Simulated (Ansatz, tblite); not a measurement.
# The cluster Al₁₁: one state, many levels

Aim: run the doublet of the cluster Al₁₁ at one geometry on many levels, and compare frontier levels, spin and run time.

Program: Ansatz 0.2.0, Gaussian basis. Level of theory: as each input shows. These are calculated values, not measurements.

Plan: GFN1-xTB, GFN2-xTB, PBE-D4/def2-TZVP, r2SCAN-D4/def2-TZVP, HF/def2-TZVP, PBE-D4/def2-SVP, PBE0-D4/def2-SVP, HF/STO-3G, MP2/def2-SVP.

2 further runs of the same task are left out: 2 set aside as unsound or not needed.

## Step 1: The relaxed structure

The doublet was relaxed beforehand with PBE-D4/def2-SVP. At that level it is the lowest of the isomers that a small search found.

11 atoms, charge 0, spin multiplicity 2.

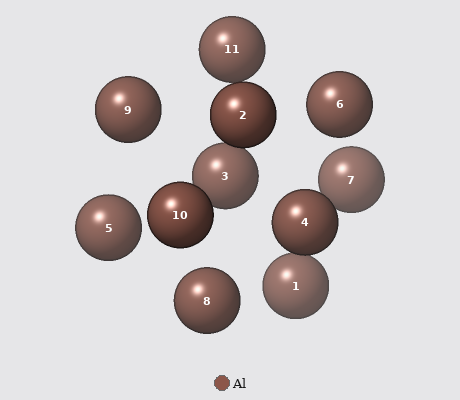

The geometry (aluminium brown); atoms are numbered from 1 in the order of the file.

PBE0-D4/def2-TZVP was run before; its log isn't repeated, and its numbers join the tables.

## Step 2: GFN1-xTB

Tight binding, by tblite at 300 K electronic temperature and without a spin-polarisation term:

```python
tblite.interface.Calculator('GFN1-xTB', numbers, positions, charge=0, uhf=1).singlepoint()
```

Energy -366.2146 eV; 0.043 s.

## Step 3: GFN2-xTB

Tight binding, by tblite at 300 K electronic temperature and without a spin-polarisation term:

```python
tblite.interface.Calculator('GFN2-xTB', numbers, positions, charge=0, uhf=1).singlepoint()
```

Energy -303.3445 eV; 0.35 s.

## Step 4: PBE-D4/def2-TZVP

start.molden holds the orbitals of an earlier run on this state, given as this run's starting guess.

File in.yaml:

```yaml
crystal:
  periodic: [false, false, false]
  atoms:
    - {symbol: Al, position_ang: [-0.625795, -2.011482, 2.135164]}
    - {symbol: Al, position_ang: [0.123692, 0.485926, -2.222375]}
    - {symbol: Al, position_ang: [-0.279054, 0.479016, 0.776412]}
    - {symbol: Al, position_ang: [-0.257087, -1.771204, -0.592295]}
    - {symbol: Al, position_ang: [2.330978, 1.087536, 1.473437]}
    - {symbol: Al, position_ang: [-2.252108, -0.223980, -1.503573]}
    - {symbol: Al, position_ang: [-2.654548, -1.033985, 0.911409]}
    - {symbol: Al, position_ang: [1.747123, -1.514760, 1.287974]}
    - {symbol: Al, position_ang: [1.167818, 2.503785, -0.425207]}
    - {symbol: Al, position_ang: [2.150414, -0.270872, -0.928785]}
    - {symbol: Al, position_ang: [-1.451424, 2.270030, -0.912171]}
basis:
  gaussian: {orbitals: def2-TZVP, initial_orbitals: start.molden}
magnetization: {spin_polarized: true, initial_magnetization: 1}
hamiltonian: {xc: pbe, dispersion: d4}
scf: {omitted_lower_state_checks: [starts]}
output: {forces: true, orbitals: {seedname: orbitals}}
```

Started as:

```sh
> ansatz run in.yaml --threads 6 --pin off --events-out ev --progress --plain --max-ram 7833MiB
```

Log (excerpt; [...] marks lines left out):

```text
Functional definition: PBE
  name "PBE"
  cite "Perdew, Burke & Ernzerhof, Phys. Rev. Lett. 77, 3865 (1996) doi:10.1103/PhysRevLett.77.3865"
  parent pbe
[...]
2849 factors; their error is unknown
[...]
mean field -72531.73621071 eV, -2665.4921419669 hartree, gradient 1.6e-5 eV, S^2 0.762318; 0 other end points of the search recorded, 0 dependent functions left out
[...]
reference -72531.73625470 eV, -2665.4921435836 hartree; 72, 71 occupied and 335, 336 virtual orbitals, 2849 factors
Total energy: -72532.65732921 eV, -2665.5259924477 hartree
Atom 0 at    -0.625795    -2.011482     2.135164 Å, force     0.002432    -0.008255    -0.005045 eV/Å
Atom 1 at     0.123692     0.485926    -2.222375 Å, force    -0.019207     0.034069     0.029423 eV/Å
Atom 2 at    -0.279054     0.479016     0.776412 Å, force     0.010242    -0.006094    -0.006570 eV/Å
Atom 3 at    -0.257087    -1.771204    -0.592295 Å, force    -0.014537     0.048345     0.049196 eV/Å
Atom 4 at     2.330978     1.087536     1.473437 Å, force    -0.002962    -0.035355    -0.044976 eV/Å
Atom 5 at    -2.252108    -0.223980    -1.503573 Å, force     0.015299     0.010902     0.012173 eV/Å
Atom 6 at    -2.654548    -1.033985     0.911409 Å, force     0.007601     0.003533    -0.028901 eV/Å
Atom 7 at     1.747123    -1.514760     1.287974 Å, force    -0.012581     0.018475    -0.018956 eV/Å
Atom 8 at     1.167818     2.503785    -0.425207 Å, force    -0.015970    -0.027601    -0.004678 eV/Å
Atom 9 at     2.150414    -0.270872    -0.928785 Å, force     0.005552     0.026856     0.036693 eV/Å
Atom 10 at    -1.451424     2.270030    -0.912171 Å, force     0.024130    -0.064875    -0.018359 eV/Å
Dipole moment:     0.007811    -0.110716    -0.085775 e Å
Checks for a lower state left out: starts
```

Wall time 18 s (6 threads of Intel Xeon at 2.70GHz, shared host); peak memory 1.7 GiB.

Report: HOMO -4.53 eV, LUMO -4.18 eV (over both spins); ⟨S²⟩ 0.762 (pure: 0.75).

## Step 5: r2SCAN-D4/def2-TZVP

Edit in.yaml of step 4 so:

```diff
@@ -17,4 +17,4 @@
 magnetization: {spin_polarized: true, initial_magnetization: 1}
-hamiltonian: {xc: pbe, dispersion: d4}
+hamiltonian: {xc: r2scan, dispersion: d4}
 scf: {omitted_lower_state_checks: [starts]}
-output: {forces: true, orbitals: {seedname: orbitals}}
+output: {orbitals: {seedname: orbitals}}
```

The command is unchanged.

Log (excerpt; [...] marks lines left out):

```text
Functional definition: r2SCAN
  name "r2SCAN"
  cite "Furness, Kaplan, Ning, Perdew & Sun, J. Phys. Chem. Lett. 11, 8208 (2020) doi:10.1021/acs.jpclett.0c02405"
  cite "Furness, Kaplan, Ning, Perdew & Sun, J. Phys. Chem. Lett. 11, 9248 (2020) doi:10.1021/acs.jpclett.0c03077"
  parent r2scan
[...]
2849 factors; their error is unknown
[...]
mean field -72563.23023932 eV, -2666.6495261709 hartree, gradient 7.9e-6 eV, S^2 0.812523; 0 other end points of the search recorded, 0 dependent functions left out
reference -72563.23026080 eV, -2666.6495269603 hartree; 72, 71 occupied and 335, 336 virtual orbitals, 2849 factors
Total energy: -72563.41564579 eV, -2666.6563397333 hartree
Checks for a lower state left out: starts
```

Run time: 1.7 min. Hardware: 6 threads of Intel Xeon at 2.70GHz, shared host; peak memory 2 GiB.

HOMO -4.76 eV, LUMO -4.12 eV (over both spins); ⟨S²⟩ 0.813 (pure: 0.75).

## Step 6: HF/def2-TZVP

Edit in.yaml of step 5 so:

```diff
@@ -17,3 +17,3 @@
 magnetization: {spin_polarized: true, initial_magnetization: 1}
-hamiltonian: {xc: r2scan, dispersion: d4}
+hamiltonian: {xc: hf}
 scf: {omitted_lower_state_checks: [starts]}
```

Launched as before.

Log:

```text
Functional definition: HF
  name "HF"
  cite "Fock, Z. Phys. 61, 126 (1930) doi:10.1007/BF01340294"
  parent pbe
  exchange = exact_x
  correlation = 0
these checks for a lower state are left out or cut short: starts
3487 factors; their error is unknown
the host lacks memory for fits, so the integrals are decomposed
2524 factors; integrals over basis functions are off by at most 1.0e-3 eV
mean field evaluation 1: about -72408.0469 eV, gradient 3.8e1 eV
mean field evaluation 2: about -72409.6129 eV, gradient 1.9e0 eV
mean field evaluation 4: about -72409.2316 eV, gradient 4.8e0 eV
mean field evaluation 8: about -72411.0813 eV, gradient 3.6e-1 eV
mean field evaluation 16: about -72411.1117 eV, gradient 3.6e-3 eV
mean field -72411.11173436 eV, -2661.0592742233 hartree, gradient 1.2e-5 eV, S^2 2.518728; 0 other end points of the search recorded, 0 dependent functions left out
reference -72411.11173436 eV, -2661.0592742233 hartree; 72, 71 occupied and 335, 336 virtual orbitals, 2524 factors
Total energy: -72411.11173436 eV, -2661.0592742233 hartree
Checks for a lower state left out: starts
```

It took 69 s on 6 threads of Intel Xeon at 2.70GHz, shared host; peak memory 3.3 GiB.

HOMO -6.18 eV, LUMO -1.01 eV (over both spins); ⟨S²⟩ 2.519 (pure: 0.75). Doubts: spin contamination.

## Step 7: PBE-D4/def2-SVP

Edit in.yaml of step 6 so:

```diff
@@ -15,5 +15,5 @@
 basis:
-  gaussian: {orbitals: def2-TZVP, initial_orbitals: start.molden}
+  gaussian: {orbitals: def2-SVP, initial_orbitals: start.molden}
 magnetization: {spin_polarized: true, initial_magnetization: 1}
-hamiltonian: {xc: hf}
+hamiltonian: {xc: pbe, dispersion: d4}
 scf: {omitted_lower_state_checks: [starts]}
```

Launched as before.

Log:

```text
Functional definition: PBE
  name "PBE"
  cite "Perdew, Burke & Ernzerhof, Phys. Rev. Lett. 77, 3865 (1996) doi:10.1103/PhysRevLett.77.3865"
  parent pbe
  parameter kappa = 0.804
  parameter beta = 0.06672455060314922
  exchange = pbe_x(kappa = kappa, mu = beta*pi^2/3)
  correlation = pbe_c(beta = beta)
these checks for a lower state are left out or cut short: starts
2123 factors; their error is unknown
mean field evaluation 1: about -72506.0525 eV, gradient 6.7e0 eV
mean field evaluation 2: about -72506.2371 eV, gradient 2.4e-1 eV
mean field evaluation 4: about -72506.0813 eV, gradient 1.0e-2 eV
mean field evaluation 8: about -72506.0813 eV, gradient 1.9e-5 eV
mean field -72506.08129382 eV, -2664.5493411609 hartree, gradient 1.9e-5 eV, S^2 0.761195; 0 other end points of the search recorded, 0 dependent functions left out
reference -72506.08133718 eV, -2664.5493427542 hartree; 72, 71 occupied and 126, 127 virtual orbitals, 2123 factors
Total energy: -72507.00241169 eV, -2664.5831916183 hartree
Checks for a lower state left out: starts
```

It took 7 s on 6 threads of Intel Xeon at 2.70GHz, shared host.

HOMO -4.65 eV, LUMO -4.32 eV (over both spins); ⟨S²⟩ 0.761 (pure: 0.75).

## Step 8: PBE0-D4/def2-SVP

Edit in.yaml of step 7 so:

```diff
@@ -17,3 +17,3 @@
 magnetization: {spin_polarized: true, initial_magnetization: 1}
-hamiltonian: {xc: pbe, dispersion: d4}
+hamiltonian: {xc: pbe0, dispersion: d4}
 scf: {omitted_lower_state_checks: [starts]}
```

Same command.

Log (excerpt; [...] marks lines left out):

```text
Functional definition: PBE0
  name "PBE0"
  cite "Adamo & Barone, J. Chem. Phys. 110, 6158 (1999) doi:10.1063/1.478522"
  cite "Perdew, Burke & Ernzerhof, Phys. Rev. Lett. 77, 3865 (1996) doi:10.1103/PhysRevLett.77.3865"
  parent pbe
[...]
1738 factors; integrals over basis functions are off by at most 8.2e-4 eV
[...]
mean field -72511.94414832 eV, -2664.7647970896 hartree, gradient 7.7e-6 eV, S^2 0.782234; 0 other end points of the search recorded, 0 dependent functions left out
reference -72511.94418115 eV, -2664.7647982960 hartree; 72, 71 occupied and 126, 127 virtual orbitals, 1738 factors
Total energy: -72512.75625276 eV, -2664.7946413775 hartree
Checks for a lower state left out: starts
```

It took 13 s on 6 threads of Intel Xeon at 2.70GHz, shared host; peak memory 1.1 GiB.

Report: HOMO -5.30 eV, LUMO -3.83 eV (over both spins); ⟨S²⟩ 0.782 (pure: 0.75).

## Step 9: HF/STO-3G

Edit in.yaml of step 8 so:

```diff
@@ -15,5 +15,5 @@
 basis:
-  gaussian: {orbitals: def2-SVP, initial_orbitals: start.molden}
+  gaussian: {orbitals: STO-3G}
 magnetization: {spin_polarized: true, initial_magnetization: 1}
-hamiltonian: {xc: pbe0, dispersion: d4}
+hamiltonian: {xc: hf}
 scf: {omitted_lower_state_checks: [starts]}
```

Launched as before.

Log:

```text
Functional definition: HF
  name "HF"
  cite "Fock, Z. Phys. 61, 126 (1930) doi:10.1007/BF01340294"
  parent pbe
  exchange = exact_x
  correlation = 0
these checks for a lower state are left out or cut short: starts
1045 factors; integrals over basis functions are off by at most 1.2e-4 eV
mean field evaluation 1: about -71522.8320 eV, gradient 9.2e0 eV
mean field evaluation 2: about -71522.9519 eV, gradient 9.2e0 eV
mean field evaluation 4: about -71524.6446 eV, gradient 4.5e0 eV
mean field evaluation 8: about -71525.0206 eV, gradient 6.3e-1 eV
mean field evaluation 16: about -71525.2228 eV, gradient 7.2e-1 eV
mean field -71525.45924441 eV, -2628.5121455347 hartree, gradient 1.0e-5 eV, S^2 2.431731; 0 other end points of the search recorded, 0 dependent functions left out
reference -71525.45924441 eV, -2628.5121455347 hartree; 72, 71 occupied and 27, 28 virtual orbitals, 1045 factors
Total energy: -71525.45924441 eV, -2628.5121455347 hartree
Checks for a lower state left out: starts
```

Run time: 7 s. Hardware: 6 threads of Intel Xeon at 2.70GHz, shared host.

Report: HOMO 0.59 eV, LUMO 6.42 eV (over both spins); ⟨S²⟩ 2.432 (pure: 0.75). Doubts: spin contamination, highest occupied level lies above zero.

## Step 10: MP2/def2-SVP

Edit in.yaml of step 9 so:

```diff
@@ -15,5 +15,5 @@
 basis:
-  gaussian: {orbitals: STO-3G}
+  gaussian: {orbitals: def2-SVP, initial_orbitals: start.molden}
 magnetization: {spin_polarized: true, initial_magnetization: 1}
-hamiltonian: {xc: hf}
+correlation: {method: mp2}
 scf: {omitted_lower_state_checks: [starts]}
```

Launched as before.

Log (excerpt; [...] marks lines left out):

```text
Functional definition: HF
  name "HF"
  cite "Fock, Z. Phys. 61, 126 (1930) doi:10.1007/BF01340294"
  parent pbe
[...]
1738 factors; integrals over basis functions are off by at most 8.2e-4 eV
[...]
mean field -72385.89030241 eV, -2660.1324036949 hartree, gradient 8.3e-6 eV, S^2 2.283858; 0 other end points of the search recorded, 0 dependent functions left out
55 core orbitals not correlated: weight in the atoms' cores, before any rotation towards them, 1.000 or more for the frozen orbitals, at most 0.000 for the correlated occupied ones
reference -72385.89030241 eV, -2660.1324036949 hartree; 17, 16 occupied and 126, 127 virtual orbitals, 1738 factors
second order -21.64031971 eV of doubles, -0.00000000 eV of singles
Total energy: -72407.53062212 eV, -2660.9276707758 hartree
Checks for a lower state left out: starts
```

It took 15 s on 6 threads of Intel Xeon at 2.70GHz, shared host; peak memory 1.2 GiB.

Report: Hartree-Fock HOMO -6.23 eV, LUMO -1.17 eV (over both spins); ⟨S²⟩ 2.284 (pure: 0.75). Doubts: spin contamination.

## Step 11: Levels side by side

| level | functions | HOMO (eV) | LUMO (eV) | gap (eV) | ⟨S²⟩ | time |
| --- | --- | --- | --- | --- | --- | --- |
| HF/STO-3G | 99 | 0.59 | 6.42 | 5.83 | 2.432 | 7 s |
| HF/def2-TZVP | 407 | -6.18 | -1.01 | 5.17 | 2.519 | 69 s |
| PBE-D4/def2-SVP | 198 | -4.65 | -4.32 | 0.34 | 0.761 | 7 s |
| PBE-D4/def2-TZVP | 407 | -4.53 | -4.18 | 0.36 | 0.762 | 18 s |
| r2SCAN-D4/def2-TZVP | 407 | -4.76 | -4.12 | 0.64 | 0.813 | 1.7 min |
| PBE0-D4/def2-SVP | 198 | -5.30 | -3.83 | 1.47 | 0.782 | 13 s |
| PBE0-D4/def2-TZVP | 407 | -5.17 | -3.66 | 1.51 | 0.784 | 58 s |

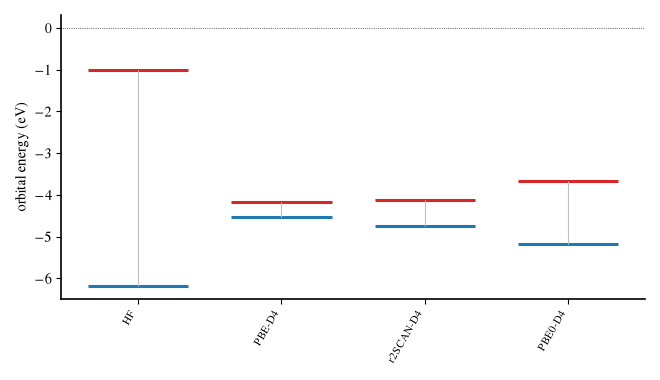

Highest filled (blue) and lowest empty (red) level in def2-TZVP, over both spins.

The pieces so far (eV):

```
   basis           HF  MP2 correlation              total
def2-SVP  -72385.8903         -21.6403  -72407.5306 (MP2)
```

## Step 12: Binding energy

Free atoms were run apart at each level; binding is atoms less cluster, divided by the number of atoms, without zero-point or spin-orbit terms.

```csv
level,binding an atom (eV)
HF/STO-3G†,2.647
HF/def2-SVP†,1.112
HF/def2-TZVP†,1.092
PBE-D4/def2-SVP,2.537
PBE-D4/def2-TZVP,2.529
r2SCAN-D4/def2-TZVP,2.524
PBE0-D4/def2-SVP,2.439
PBE0-D4/def2-TZVP,2.438
MP2/def2-SVP†,2.290
```

† marks a level with a doubtful state (flagged, unstable or spin-contaminated).

## Step 13: Outcome

```
                                                                   quantity                               value
 gap in def2-TZVP, named functionals and Hartree-Fock, smallest and largest      0.36 eV (PBE-D4), 5.17 eV (HF)
                                           correlation energy, MP2/def2-SVP                           -21.64 eV
                                  binding an atom, functionals in def2-TZVP  2.44 (PBE0-D4) to 2.53 eV (PBE-D4)
⟨S²⟩ in def2-TZVP, named functionals and Hartree-Fock, smallest and largest                        0.762, 2.519
                            PBE0 total energy, smallest basis above largest      25.29 eV (def2-SVP, def2-TZVP)
```

**Reading.** Orbital gaps of the named functionals and Hartree-Fock in def2-TZVP span 0.36 eV (PBE-D4) to 5.17 eV (HF); exact exchange widens it. Over the named functionals and Hartree-Fock in def2-TZVP spin contamination reaches 1.77 (HF), so some levels may describe another state.

The slowest run with a step of its own, r2SCAN-D4/def2-TZVP, took 1.7 min; the quickest functional in def2-TZVP took 18 s (shared host).
